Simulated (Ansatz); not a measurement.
# ReS2 monolayer (2H): a soft mode frozen in, part 2 of 3

Which phase does ReS2 monolayer (2H) fall into along its unstable mode, and how much energy does it gain?

Ansatz 0.2.0; DFT PBEsol, scalar-relativistic, plane waves, PAW.

So far, highest frequency on the path or at a solved wavevector (cm⁻¹): step 2 (the dispersion) 388. Also lowest frequency on the path (cm⁻¹): step 2 -226.

### Step 6. Relaxing from the distorted cell

Starting from the lowest point found, all atoms and the cell are let go, so that strain and other modes of the same symmetry can join in.

File input.yaml:

```yaml
crystal:
  lattice:
    - [4.5008810948, 2.5985849117, 0.0]
    - [0.0, 5.1971698234, 0.0]
    - [0.0, 0.0, 30.0]
  atoms:
    - { symbol: Re, position: [0.9730632954, 0.360270038, 0.3333333333] }
    - { symbol: Re, position: [0.3333319929, 0.6397295987, 0.3333333333] }
    - { symbol: Re, position: [0.6936037346, 1.0000013405, 0.3333333333] }
    - { symbol: S, position: [0.3333336841, -3.508e-07, 0.3843659328] }
    - { symbol: S, position: [0.6666665246, 0.3333335421, 0.3911649275] }
    - { symbol: S, position: [0.9999997913, 0.6666668087, 0.3911649275] }
    - { symbol: S, position: [0.3333336841, -3.508e-07, 0.2823007339] }
    - { symbol: S, position: [0.6666665246, 0.3333335421, 0.2755017392] }
    - { symbol: S, position: [0.9999997913, 0.6666668087, 0.2755017392] }
  periodic: [true, true, false]
kpoints:
  mp_grid: { grid: [9, 9, 1] }
hamiltonian:
  xc: pbesol
scf:
  occupations: { method: methfessel_paxton, width: 0.15 }
output:
  forces: true
  stress: true
  eigenvalues: true
  write_density: true
  write_potential: true
  elf: true
  volumetric_format: npy
relax:
  adjacent_minimum: "off"
  f_tol: 0.002
  max_steps: 120
  cell: { stress_2d_tol: 0.005 }
```

The run is started by

```console
ansatz run input.yaml --threads 8 --pin off --max-ram 14336MiB --backend cpu --events-out ev --progress --plain --runs-dir out
```

Numbers of over 12 decimals in the logs are rounded to 6 here.

Output:

```text
[...]
Crystal: 9 atoms, lattice volume = 701.755 Å³
Basis set: ecut = 420 eV, 13643 PW (Γ), exchange–correlation on 72×72×432 points (8 copies of the dense FFT grid, shifted against one another)
Bands: 50, of which v1, the nominal top of the filled ones, is band 41 counted from 1 (40 counted from 0)
Symmetry: 12 space group operations
[...]
k-points: 12 of 81 (time reversal used)
[...]
SCF iter   1: F=—  HF=-37524.101290 eV  |F-HF|=—  |Δ(HF+E_count)|=         —  Δρ=4.85e-3  dr2=1.46e-1  ethr=1.77e-3  ⟨swp⟩=14.8  Hψ=4148  notcnv=0
[...]
SCF iter  10: F=-37524.092302 eV  HF=-37524.092302 eV  |F-HF|=9.39e-10  |Δ(HF+E_count)|=   8.21e-9  S|Δr|=    0.00e0  Δρ=5.62e-8  dr2=3.58e-11  ethr=1.00e-12  ⟨swp⟩=9.8  Hψ=4959  notcnv=0
SCF 1 converged in 10 iterations: F = -37524.092302 eV  dr2 = 3.58e-11
[...]
relax step   1: F+E_penalty+E_count = -37524.09230151 eV  Δ(F+E_penalty+E_count) = +0.000e0 eV  max|allowed force component| = 3.592e-1 eV/Å  Δτ_max = 0.0000 Å  P = +1.524 N/m  Ω = 701.755 Å³  fix = [c, alpha, beta]  reactions: c +0.000 N/m  (10 SCF iters, dr2 threshold 1.00e-7 eV, accepted)
Crystal: 9 atoms, lattice volume = 731.337 Å³
Basis set: ecut = 420 eV, 14339 PW (Γ), exchange–correlation on 72×72×432 points (8 copies of the dense FFT grid, shifted against one another)
[...]
iter 1 solved again at ethr=4.16e-5 eV; its pass at ethr=3.10e-3 eV (dr2=3.37e-2 eV) is discarded
[...]
SCF iter   7: F=-37524.221427 eV  HF=-37524.221427 eV  |F-HF|=4.25e-8  |Δ(HF+E_count)|=   4.57e-7  S|Δr|=    0.00e0  Δρ=3.08e-6  dr2=2.25e-7  ethr=1.11e-9  ⟨swp⟩=15.7  Hψ=6331  notcnv=0
SCF 2 converged in 7 iterations: F = -37524.221427 eV  dr2 = 2.25e-7
[...]
relax step   2: F+E_penalty+E_count = -37524.22142717 eV  Δ(F+E_penalty+E_count) = -1.291e-1 eV  max|allowed force component| = 5.394e-1 eV/Å  Δτ_max = 0.0635 Å  P = +0.309 N/m  Ω = 731.337 Å³  energy of the carried Pulay correction = -1.799e-3 eV  fix = [c, alpha, beta]  reactions: c +0.000 N/m  (7 SCF iters, dr2 threshold 9.00e-7 eV, accepted)
Crystal: 9 atoms, lattice volume = 761.799 Å³
Basis set: ecut = 420 eV, 14819 PW (Γ), exchange–correlation on 72×72×432 points (8 copies of the dense FFT grid, shifted against one another)
[...]
SCF iter   7: F=-37524.067541 eV  HF=-37524.067541 eV  |F-HF|=7.99e-7  |Δ(HF+E_count)|=   7.98e-8  S|Δr|=    0.00e0  Δρ=9.74e-6  dr2=7.60e-7  ethr=1.11e-9  ⟨swp⟩=23.3  Hψ=8728  notcnv=0
SCF 3 converged in 7 iterations: F = -37524.067541 eV  dr2 = 7.60e-7
[...]
relax step   3: F+E_penalty+E_count = -37524.06754145 eV  Δ(F+E_penalty+E_count) = +1.539e-1 eV  max|allowed force component| = 1.127e0 eV/Å  Δτ_max = 0.1955 Å  P = -0.912 N/m  Ω = 761.799 Å³  energy of the carried Pulay correction = -3.576e-3 eV  fix = [c, alpha, beta]  (7 SCF iters, dr2 threshold 9.00e-7 eV, rejected (line search))
[... from here on, the SCF cycles and remarks between the steps are left out ...]
relax step   4: F+E_penalty+E_count = -37524.28541136 eV  Δ(F+E_penalty+E_count) = -6.398e-2 eV  max|allowed force component| = 1.020e-1 eV/Å  Δτ_max = 0.0566 Å  P = +0.276 N/m  Ω = 737.953 Å³  energy of the carried Pulay correction = -2.192e-3 eV  fix = [c, alpha, beta]  reactions: c +0.000 N/m  (13 SCF iters, accepted)
relax step   5: F+E_penalty+E_count = -37524.28876719 eV  Δ(F+E_penalty+E_count) = -3.356e-3 eV  max|allowed force component| = 6.454e-2 eV/Å  Δτ_max = 0.0297 Å  P = -0.164 N/m  Ω = 745.490 Å³  energy of the carried Pulay correction = -2.634e-3 eV  fix = [c, alpha, beta]  reactions: c -0.000 N/m  (6 SCF iters, dr2 threshold 6.50e-7 eV, accepted)
relax step   6: F+E_penalty+E_count = -37524.29001787 eV  Δ(F+E_penalty+E_count) = -1.251e-3 eV  max|allowed force component| = 3.532e-2 eV/Å  Δτ_max = 0.0067 Å  P = +0.079 N/m  Ω = 742.759 Å³  energy of the carried Pulay correction = -2.474e-3 eV  fix = [c, alpha, beta]  reactions: c +0.000 N/m  (6 SCF iters, dr2 threshold 2.60e-7 eV, accepted)
relax step   7: F+E_penalty+E_count = -37524.29010562 eV  Δ(F+E_penalty+E_count) = -8.774e-5 eV  max|allowed force component| = 3.619e-3 eV/Å  Δτ_max = 0.0024 Å  P = -0.014 N/m  Ω = 743.101 Å³  energy of the carried Pulay correction = -2.494e-3 eV  fix = [c, alpha, beta]  reactions: c -0.000 N/m  (5 SCF iters, dr2 threshold 7.80e-8 eV, accepted)
relax step   8: F+E_penalty+E_count = -37524.29011065 eV  Δ(F+E_penalty+E_count) = -5.028e-6 eV  max|allowed force component| = 3.622e-4 eV/Å  Δτ_max = 0.0002 Å  P = +0.001 N/m  Ω = 743.053 Å³  energy of the carried Pulay correction = -2.492e-3 eV  fix = [c, alpha, beta]  reactions: c +0.000 N/m  (5 SCF iters, dr2 threshold 8.19e-10 eV, accepted)
relax step   9: F+E_penalty+E_count = -37524.29301056 eV  Δ(F+E_penalty+E_count) = -2.900e-3 eV  max|allowed force component| = 3.838e-4 eV/Å  Δτ_max = 0.0000 Å  P = +0.010 N/m  Ω = 743.053 Å³  fix = [c, alpha, beta]  reactions: c +0.000 N/m  stress off target by 1.00e-2 N/m on what of the cell is left free  SCF on the basis re-selected at this cell (its energy is not comparable with the rows above)  (7 SCF iters)
relax step  10: F+E_penalty+E_count = -37524.29300550 eV  Δ(F+E_penalty+E_count) = +5.060e-6 eV  max|allowed force component| = 2.134e-4 eV/Å  Δτ_max = 0.0002 Å  P = +0.001 N/m  Ω = 743.161 Å³  energy of the carried Pulay correction = -6.365e-6 eV  fix = [c, alpha, beta]  reactions: c +0.000 N/m  (6 SCF iters, dr2 threshold 1.39e-10 eV, accepted)
[...]
SCF iter   1: F=—  HF=-37524.292485 eV  |F-HF|=—  |Δ(HF+E_count)|=         —  Δρ=1.26e-6  dr2=7.65e-9  ethr=3.18e-7  ⟨swp⟩=7.4  Hψ=7651  notcnv=0
eigensolver tolerance schedule: the retry pair's looser diagonalisation over-reported the residual by 33670.16 of it (diagonalisation noise at an unbounded share of the residual, at the tolerance the schedule requests for it); recorded, not acted on — ethr = c·dr2/N_el stays at c = 1.0e-1
SCF iter   2: F=—  HF=-37524.293009 eV  |F-HF|=—  |Δ(HF+E_count)|=   5.23e-4  S|Δr|=    0.00e0  Δρ=1.45e-6  dr2=1.23e-8  ethr=9.45e-12  ⟨swp⟩=7.2  Hψ=3089  notcnv=0
[...]
SCF iter   8: F=-37524.293009 eV  HF=-37524.293009 eV  |F-HF|=1.24e-10  |Δ(HF+E_count)|=  1.09e-10  S|Δr|=    0.00e0  Δρ=5.04e-9  dr2=6.20e-14  ethr=1.00e-12  ⟨swp⟩=9.1  Hψ=4659  notcnv=0
SCF 11 converged in 8 iterations: F = -37524.293009 eV  dr2 = 6.20e-14
relax step  11: F+E_penalty+E_count = -37524.29300898 eV  Δ(F+E_penalty+E_count) = -3.473e-6 eV  max|allowed force component| = 2.140e-4 eV/Å  Δτ_max = 0.0000 Å  P = +0.001 N/m  Ω = 743.161 Å³  fix = [c, alpha, beta]  reactions: c +0.000 N/m  stress off target by 5.23e-4 N/m on what of the cell is left free  SCF on the basis re-selected at this cell (its energy is not comparable with the rows above)  (8 SCF iters)
[...]
SCF converged after 8 iterations
[...]
Free energy (F): -37524.293009 eV
[...]
Internal energy: -37524.282848 eV  (E = F + TS)
E sigma→0 (E₀):  -37524.290469 eV
Entropy (-TS):   -0.010161 eV (-1.129 meV/atom)
Fermi energy:    -4.445385 eV
[...]
--- Forces (eV/Å), atoms counted from 1 ---
  atom   1  Re     0.00012392    -0.00007155     0.00000000
  atom   2  Re    -0.00000000     0.00014310     0.00000000
  atom   3  Re    -0.00012392    -0.00007155     0.00000000
  atom   4  S      0.00000000     0.00000000     0.00002303
  atom   5  S      0.00000000    -0.00000000    -0.00021402
  atom   6  S     -0.00000000     0.00000000    -0.00021402
  atom   7  S      0.00000000     0.00000000    -0.00002303
  atom   8  S      0.00000000    -0.00000000     0.00021402
  atom   9  S     -0.00000000    -0.00000000     0.00021402
  max |Σ_I F_I| component: 1.04e-16 eV/Å
--- 2D stress c σ (N/m, compression-positive) ---
        0.000523      -0.000000       0.000000
       -0.000000       0.000523       0.000000
        0.000000       0.000000       0.000000
  P = ½ c Tr σ = 0.0005 N/m
--- Band table (eV; the first three rows and the last of 12) ---
  k-point 0: bands = [... 37 lower, -6.9553, -6.9553, -4.6899, -4.6899, -3.4814, -3.4814, -3.3395, -3.1178, ... 5 higher]
  k-point 1: bands = [... 37 lower, -7.0680, -6.9284, -4.6364, -4.5863, -3.4570, -3.3979, -3.3283, -3.2112, ... 5 higher]
  k-point 2: bands = [... 37 lower, -6.9563, -6.9254, -4.6537, -4.4162, -3.6200, -3.4444, -3.2799, -3.1339, ... 5 higher]
  k-point 11: bands = [... 37 lower, -7.1796, -7.1796, -4.5515, -4.4994, -4.4994, -3.4549, -3.4539, -3.3341, ... 5 higher]
--- Relaxed structure (9 steps of the walk, 8 accepted, 2 SCFs on fresh bases) ---
  F+E_penalty+E_count = -37524.29300898 eV   max|allowed force component| = 2.140e-4 eV/Å   (the final SCF, on the basis selected at the relaxed cell)
  cell:  # Å, volume = 743.1610 Å³
    - [4.631761, 2.674148, 0.0]
    - [0, 5.348297, 0.0]
    - [0.0, 0.0, 30.0]
  atoms:
    - { symbol: Re, position: [0.962934, 0.370399, 0.333333] }
    - { symbol: Re, position: [0.333333, 0.629601, 0.333333] }
    - { symbol: Re, position: [0.703733, 1.000000, 0.333333] }
    - { symbol: S, position: [0.333333, 8.326672684688674e-17, 0.379670] }
    - { symbol: S, position: [0.666667, 0.333333, 0.389503] }
    - { symbol: S, position: [1.0, 0.666667, 0.389503] }
    - { symbol: S, position: [0.333333, 8.326672684688674e-17, 0.286997] }
    - { symbol: S, position: [0.666667, 0.333333, 0.277164] }
    - { symbol: S, position: [1.0, 0.666667, 0.277164] }
```

Run time: 98 s. Hardware: 8 threads of Arm Neoverse V1, shared host; peak memory 1.9 GiB.

Step by step:

| step | energy less that of the first step (eV) | largest force component (eV/Å) | volume (Å³) |
| --- | --- | --- | --- |
| 1 | 0.0000 | 0.3592 | 701.76 |
| 2 | -0.1291 | 0.5394 | 731.34 |
| 3 | 0.0248 | 1.1266 | 761.80 |
| 4 | -0.1931 | 0.1020 | 737.95 |
| 5 | -0.1965 | 0.0645 | 745.49 |
| 6 | -0.1977 | 0.0353 | 742.76 |
| 7 | -0.1978 | 0.0036 | 743.10 |
| 8 | -0.1978 | 0.0004 | 743.05 |
| 9* | -0.2007 | 0.0004 | 743.05 |
| 10 | -0.2007 | 0.0002 | 743.16 |
| 11* | -0.2007 | 0.0002 | 743.16 |

Relaxation steps marked * repeat the geometry before them on a plane-wave basis chosen anew for their cell, so energy and pressure can jump there. Relaxation step 3 was tried and not accepted.

The run keeps the 12 symmetry operations that it works with, so distortions that break them were not tested.

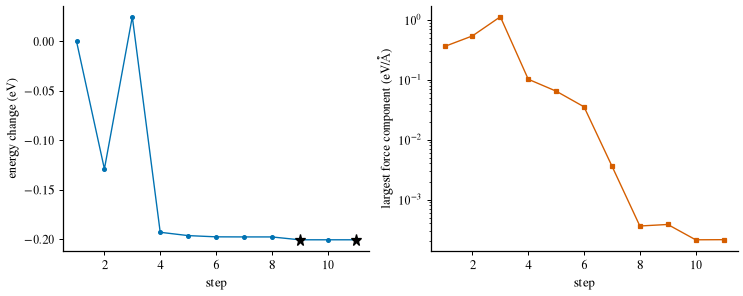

Energy and largest force along the relaxation. Stars mark steps on a basis chosen anew.

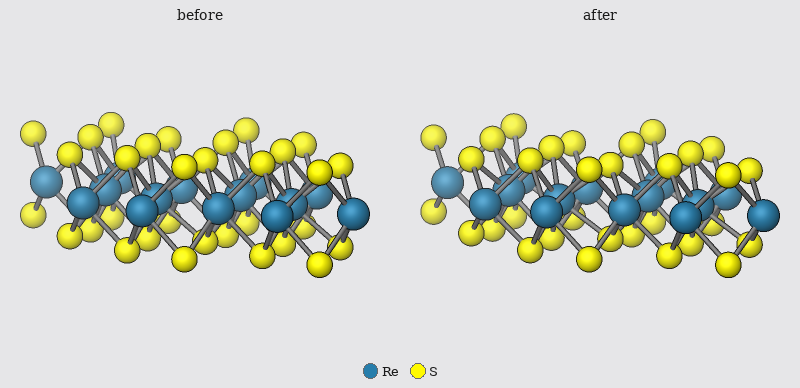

Before and after, at one scale.

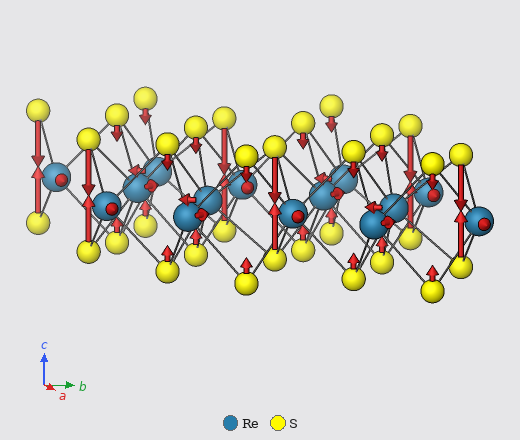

Displacements in the relaxation, exaggerated, measured against the changing cell; the longest in the cell stands for 0.14 Å. 2×2×1 cells are drawn. Some periodic images of atoms are drawn too.

| cell as run | before | after | change |
| --- | --- | --- | --- |
| a (Å) | 5.197 | 5.348 | +2.9 % |
| b (Å) | 5.197 | 5.348 | +2.9 % |

The atoms that moved most (Å, along periodic axes as changes of fractional coordinates times the final cell, across vacuum about the mean position):

| atom | dx | dy | dz | length |
| --- | --- | --- | --- | --- |
| S7 | 0.000 | 0.000 | 0.141 | 0.141 |
| S4 | 0.000 | 0.000 | -0.141 | 0.141 |
| Re1 | -0.047 | 0.027 | 0.000 | 0.054 |
| Re2 | 0.000 | -0.054 | 0.000 | 0.054 |
| Re3 | 0.047 | 0.027 | 0.000 | 0.054 |
| S6 | 0.000 | 0.000 | -0.050 | 0.050 |
| S9 | 0.000 | 0.000 | 0.050 | 0.050 |
| S5 | 0.000 | 0.000 | -0.050 | 0.050 |

Numbers from this step:

```
area per atom : 2.752 Å²
```

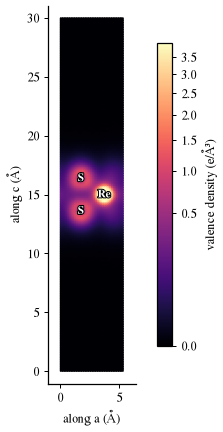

Valence density in the ac plane at fractional y = 0.000, with atoms of Re and S within 0.2 Å of it. It is the smooth field of the valence electrons, not physical close to the nuclei. The colour scale is stretched toward low values.

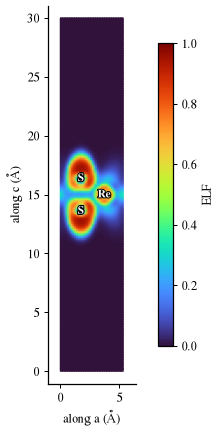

ELF in the ac plane at fractional y = 0.000, with atoms of Re and S within 0.2 Å of it. It is the smooth field of the valence electrons, not physical close to the nuclei.

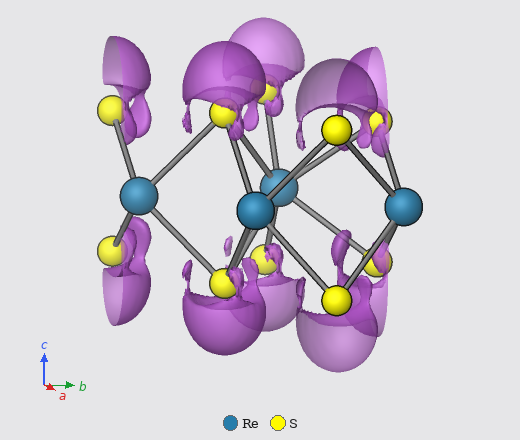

Surface of ELF = 0.85.

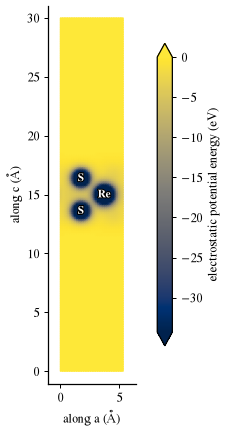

Electrostatic potential energy in the ac plane at fractional y = 0.000, with atoms of Re and S within 0.2 Å of it. With pseudopotentials it is smooth inside the atoms' cores, unlike the true potential.

The distorted start has space group P-62m; the relaxation ends in P-62m.

### Step 7. The new phase in its own primitive cell

The relaxed structure is symmetrised, reduced to its primitive cell and relaxed tightly, as its phonons need.

File input.yaml:

```yaml
crystal:
  lattice:
    - [4.6317610438, 2.6741484854, 0.0]
    - [0.0, 5.3482969709, 0.0]
    - [0.0, 0.0, 30.0]
  atoms:
    - { symbol: Re, position: [0.9629339346, 0.3703993987, 0.3333333333] }
    - { symbol: Re, position: [0.3333333333, 0.6296006013, 0.3333333333] }
    - { symbol: Re, position: [0.7037327321, 1.0, 0.3333333333] }
    - { symbol: S, position: [0.3333333333, 0.0, 0.3796701088] }
    - { symbol: S, position: [0.6666666667, 0.3333333333, 0.3895030193] }
    - { symbol: S, position: [1.0, 0.6666666667, 0.3895030193] }
    - { symbol: S, position: [0.3333333333, 0.0, 0.2869965579] }
    - { symbol: S, position: [0.6666666667, 0.3333333333, 0.2771636473] }
    - { symbol: S, position: [1.0, 0.6666666667, 0.2771636473] }
  periodic: [true, true, false]
kpoints:
  mp_grid: { grid: [9, 9, 1] }
hamiltonian:
  xc: pbesol
scf:
  occupations: { method: methfessel_paxton, width: 0.15 }
output:
  forces: true
  stress: true
  eigenvalues: true
relax:
  adjacent_minimum: "off"
  f_tol: 0.001
  max_steps: 60
  cell: { stress_2d_tol: 0.002 }
```

Output:

```text
[...]
Crystal: 9 atoms, lattice volume = 743.161 Å³
Basis set: ecut = 420 eV, 14471 PW (Γ), exchange–correlation on 72×72×432 points (8 copies of the dense FFT grid, shifted against one another)
Bands: 50, of which v1, the nominal top of the filled ones, is band 41 counted from 1 (40 counted from 0)
Symmetry: 12 space group operations
[...]
- { symbol: Re, position: [0.333333, 0.629601, 0.333333] }
    - { symbol: Re, position: [0.703733, 1.0, 0.333333] }
    - { symbol: S, position: [0.333333, 0.0, 0.379670] }
    - { symbol: S, position: [0.666667, 0.333333, 0.389503] }
    - { symbol: S, position: [1.0, 0.666667, 0.389503] }
    - { symbol: S, position: [0.333333, 0.0, 0.286997] }
    - { symbol: S, position: [0.666667, 0.333333, 0.277164] }
    - { symbol: S, position: [1.0, 0.666667, 0.277164] }
[key lines of the parts left out:]
SCF converged after 9 iterations
Free energy (F): -37524.293009 eV
Fermi energy:    -4.445385 eV
P = ½ c Tr σ = 0.0005 N/m
```

The job ended after 19 s (8 threads; peak memory 1.8 GiB; 2.5 min of CPU time).

Little changed from the start: no atom moved by 0.005 Å and no cell edge by 0.1 %.

The largest force component left is 0.21 meV/Å, within the tolerances set.

(Continued in part 3 of 3.)

[Logs are printed without paths, hosts, clocks, repeated set-up lines and the standing remarks that a program may print on its own settings, such as how far it seeks lower states.]

[Hosts, paths, dates, database ids (printed as entryN), source tags and the programs' standing remarks are cut or masked in the printed files.]
